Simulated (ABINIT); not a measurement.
# Quasiparticle gap of GaAs (F-43m) in ABINIT, part 3 of 3

Aim: the G0W0 gap of GaAs (F-43m) on PBE, step by step.

ABINIT 10.8.3; PBE and many-body steps on it, plane waves. Known limits of the many-body steps: not at the basis limit; screening runs away on this mesh; no spin-orbit coupling; coarse k mesh.

So far. Step 4 (Empty states on the mesh, 4×4×4 mesh, 60 bands): On this mesh the gap is 0.508 eV. Step 5 (Screening, 4×4×4 mesh, 56 bands, screening to 108.8 eV): Local fields lower ε∞ by 7 %. The value itself is an artefact of the mesh, where one narrow direct gap carries too much weight.

### 6. Self-energy, 4×4×4 mesh, 56 bands, screening to 108.8 eV

The self-energy is evaluated for the states that the input lists, and the levels follow from it, in one-shot runs by the linearised quasiparticle equation.

This step: G0W0 on PBE, plane waves, norm-conserving pseudopotentials.

run.abi reads:

```
acell 3*1.0 Angstrom
rprim 
  0.000000000000 2.826850000000 2.826850000000
  2.826850000000 0.000000000000 2.826850000000
  2.826850000000 2.826850000000 0.000000000000
ntypat 2
znucl 31 33
natom 2
typat 1 2
xred 
  0.000000000000 0.000000000000 0.000000000000
  0.250000000000 0.250000000000 0.250000000000
pp_dirpath "pseudos"
pseudos "Ga.upf, As.upf"
ecut 45
ngkpt 4 4 4
nshiftk 1
shiftk 0 0 0
kptopt 1
chksymbreak 0
istwfk *1
occopt 1
irdwfk 1
optdriver 4
nband 56
gwcalctyp 0
ecutsigx 45
symsigma 1
nkptgw 1
kptgw 
  0.0000000000 0.0000000000 0.0000000000
bdgw 
  20 26
ecuteps 4
irdscr 1
ppmodel 1
indata_prefix "in"
outdata_prefix "out"
tmpdata_prefix "tmp"
```

Launch:

```sh
$ OMP_NUM_THREADS=1 mpirun -n 4 abinit run.abi > log
```

Numbers of over 12 decimals in the logs are rounded to 6 here.

Output:

```text
.Version 10.8.3 of ABINIT. v10.8.2 released Aug 2026.

 Symmetries : space group F-4 3 m (#216); Bravais cF (face-center cubic)
[... echo of the input left out ...]
== DATASET  1 ==================================================================
-   mpi_nproc: 4, omp_nthreads: 1 (-1 if OMP is not activated)

--- !DatasetInfo
iteration_state: {dtset: 1, }
dimensions: {natom: 2, nkpt: 8, mband: 56, nsppol: 1, nspinor: 1, nspden: 1, mpw: 4477, }
cutoff_energies: {ecut:  45.0, pawecutdg:  -1.0, }
electrons: {nelect:   4.40000000E+01, charge:   0.00000000E+00, occopt:   1.00000000E+00, tsmear:   1.00000000E-02, }

 SIGMA: Calculation of the GW corrections

 Based on a program developped by R.W. Godby, V. Olevano, G. Onida, and L. Reining.
 Incorporated in ABINIT by V. Olevano, G.-M. Rignanese, and M. Torrent.
.Using double precision arithmetic ; gwpc =  8

[... cell and pseudopotentials left out ...]
--------------------------------------------------------------------------------

 ==== K-mesh for the wavefunctions ====
 Number of points in the irreducible wedge :     8
[... list of points left out ...]
 Together with 24 symmetry operations and time-reversal symmetry
 yields    64 points in the full Brillouin Zone.

 ==== Q-mesh for screening function ====
 Number of points in the irreducible wedge :     8
[... list of points left out ...]
 Together with 24 symmetry operations and time-reversal symmetry
 yields    64 points in the full Brillouin Zone.

 vcoul_init : cutoff-mode = AUXILIARY_FUNCTION
 q-points for optical limit:   1
     1)      0.000010    0.000020    0.000030
 setmesh: FFT mesh size selected  =    45x   45x   45
          total number of points  =        91125

 Number of electrons calculated from density =   44.0000; Expected =   44.0000
 average of density, n =  0.144317
 r_s =    1.1827
 omega_plasma =   36.6450 [eV]

 === KS Band Gaps ===
  >>>> For spin  1
   Minimum direct gap =   0.5078 [eV], located at k-point      :   0.0000  0.0000  0.0000
   Fundamental gap    =   0.5078 [eV], Top of valence bands at :   0.0000  0.0000  0.0000
                                       Bottom of conduction at :   0.0000  0.0000  0.0000
 SIGMA fundamental parameters:
 PLASMON POLE MODEL  1
 number of plane-waves for SigmaX                 4477
 number of plane-waves for SigmaC and W            113
 number of plane-waves for wavefunctions          4477
 number of bands                                    56
 number of independent spin polarizations            1
 number of spinorial components                      1
 number of k-points in IBZ                           8
 number of q-points in IBZ                           8
 number of symmetry operations                      24
 number of k-points in BZ                           64
 number of q-points in BZ                           64
 number of frequencies for dSigma/dE                 9
 frequency step for dSigma/dE [eV]                0.25
 number of omega for Sigma on real axis              0
 max omega for Sigma on real axis  [eV]           0.00
 zcut for avoiding poles [eV]                     0.10

 EPSILON^-1 parameters (SCR file):
 dimension of the eps^-1 matrix on file            113
 dimension of the eps^-1 matrix used               113
 number of plane-waves for wavefunctions          4477
 number of bands                                    56
 number of q-points in IBZ                           8
 number of frequencies                               2
 number of real frequencies                          1
 number of imag frequencies                          1

 matrix elements of self-energy operator (all in [eV])

 Perturbative Calculation

--- !SelfEnergy_ee
iteration_state: {dtset: 1, }
kpoint     : [   0.000,    0.000,    0.000, ]
spin       : 1
KS_gap     :    0.508
QP_gap     :    1.171
Delta_QP_KS:    0.663
data: !SigmaeeData |
     Band     E0 <VxcDFT>   SigX SigC(E0)      Z dSigC/dE  Sig(E)    E-E0       E
       20   5.666 -14.357 -16.013   1.659   0.797  -0.254 -14.355   0.002   5.668
       21   5.666 -14.357 -16.013   1.659   0.797  -0.254 -14.355   0.002   5.668
       22   5.666 -14.357 -16.013   1.659   0.797  -0.254 -14.355   0.002   5.668
       23   6.174 -14.700 -10.607  -3.263   0.802  -0.247 -14.035   0.665   6.839
       24   9.403 -11.528  -7.015  -3.894   0.799  -0.251 -11.033   0.494   9.898
       25   9.403 -11.528  -7.015  -3.894   0.799  -0.251 -11.033   0.494   9.898
       26   9.403 -11.528  -7.015  -3.894   0.799  -0.251 -11.033   0.494   9.898

== END DATASET(S) ==============================================================
================================================================================

 -outvars: echo values of variables after computation  --------
           etotal      0.0000000000E+00
            nband          56
             nkpt           8
          spgroup         216
 [... the other variables as echoed above ...]

 Calculation completed.
```

Elapsed: 3.6 s, on 4 MPI ranks of Arm Neoverse V2, shared host; peak memory 0.66 GiB; 14 s of CPU time.

Numbers from this step:

```
G0W0 gap on the points computed              : 1.171 eV
starting gap on the mesh                     : 0.5078 eV
k of the valence top                         : 0, 0, 0
k of the conduction bottom                   : 0, 0, 0
Z at the valence top                         : 0.797
Z at the conduction bottom                   : 0.802
least direct G0W0 gap on the computed points : 1.171 eV
```

The gap on the mesh goes from 0.51 eV to 1.17 eV, a correction of +0.66 eV.

Limits: finite bands, cutoff and mesh; no spin-orbit coupling; coarse k mesh. v1 is the top filled band, c1 the lowest empty one. The levels before and after the correction (eV, zero at the valence-band top of each column):

```csv
,conduction bottom,valence top
Kohn-Sham,0.51,0.00
G0W0,1.17,0.00
```

```csv
,level,energy (eV)
Kohn-Sham,Γ v3-v1,0.000
Kohn-Sham,Γ c1,0.508
Kohn-Sham,Γ c2-c4,3.737
G0W0,Γ v3-v1,0.000
G0W0,Γ c1,1.171
G0W0,Γ c2-c4,4.230
```

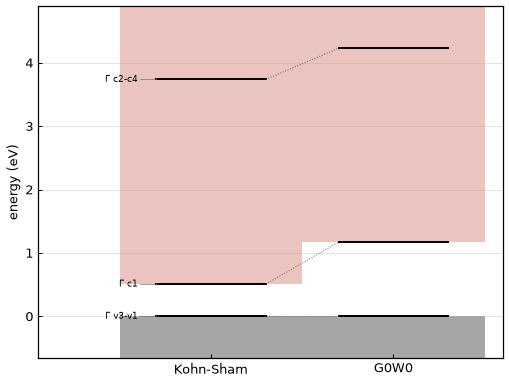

Levels before and after the correction. Shaded: valence and conduction bands.

### 7. Where the time went

Times are wall times on 4 MPI ranks of Arm Neoverse V2, shared host, good to a factor of about two.

```csv
step,time,share,memory (GiB)
ground state,20 s,26 %,0.35
bands along the symmetry lines,23 s,31 %,0.36
empty states on the mesh,13 s,17 %,0.3
screening,16 s,21 %,0.81
self-energy,3.6 s,5 %,0.66
```

### 8. Summary of results

```json
{"PBE gap": "0.51 eV, direct", "G0W0 gap on the mesh": "1.17 eV", "GW settings": "4×4×4 mesh, 56 bands, screening to 108.8 eV, Godby-Needs plasmon pole", "known limits": "not at the basis limit; screening runs away on this mesh; no spin-orbit coupling; coarse k mesh"}
```

In words: G0W0 moves the gap on the mesh from 0.51 eV to 1.17 eV (+0.66 eV), with Z of 0.80 and 0.80 at the edges. Local fields lower the RPA ε∞ on this mesh from 149.53 to 139.77; a Γ-centred mesh this coarse tends to raise both, most where the direct gap is narrow, while a short band sum lowers them. Only 1 of the mesh's irreducible points was corrected, so a valley elsewhere could overtake. Against experiment, by G0W0@PBE: the direct gap of 1.17 eV lies −0.34 eV from the measured 1.51 eV (exciton, 77 K, 2020); the direct gap of 1.17 eV lies −0.25 eV from the measured 1.418 ± 0.005 eV (direct, 300 K, 2008); the direct gap of 1.17 eV lies −0.25 eV from the measured 1.42 eV (exciton, 300 K, 2014); the direct gap of 1.17 eV lies −0.24 eV from the measured 1.412 ± 0.01 eV (direct, 300 K, 2008). An exciton line or allowed optical edge lies below the quasiparticle gap by the binding energy; a forbidden edge can push the onset above it. The calculation has static nuclei and no excitons; a measured gap holds zero-point and thermal motion, which mostly lowers it. Bands and cutoff are finite, so the gap is not at the basis limit. The miss can reach some tenths of an eV and take either sign; the mesh is an error of its own. In the G0W0 run levels were corrected at 1 k point alone, so a gap called «on the mesh» is the least over those, and an edge elsewhere would be missed. The 4×4×4 mesh is coarse for this cell, which bears on the long-range parts of exchange and screening. On this mesh the RPA ε∞ passes 90, more than nearly any semiconductor shows; a coarse mesh does this where one point with a narrow direct gap carries much weight. The screening is then too strong, and the G0W0 gap should not be taken as the material's. The many-body steps are scalar-relativistic: spin-orbit coupling is not in them.

[Paths, hosts, dates, memory and timing lines, banners, echoed tables and standing remarks are left out of the program output.]

[Logs are printed without paths, hosts, clocks, repeated set-up lines and the standing remarks that a program may print on its own settings, such as how far it seeks lower states.]

[Runs of the session that timed out or met a known fault of the program may be left out.]

[Hosts, paths, dates, database ids (printed as entryN), source tags and the programs' standing remarks are cut or masked in the printed files.]

[G0W0 gaps are taken among the corrected bands and points alone; a level outside them can change the order at an edge.]

[Where Ansatz stands beside ABINIT at settings called matched, ABINIT's density can come from a denser mesh and the files from another edition; pairs whose starting gaps differed by over 0.03 eV were left out, so agreement reads better than it is.]
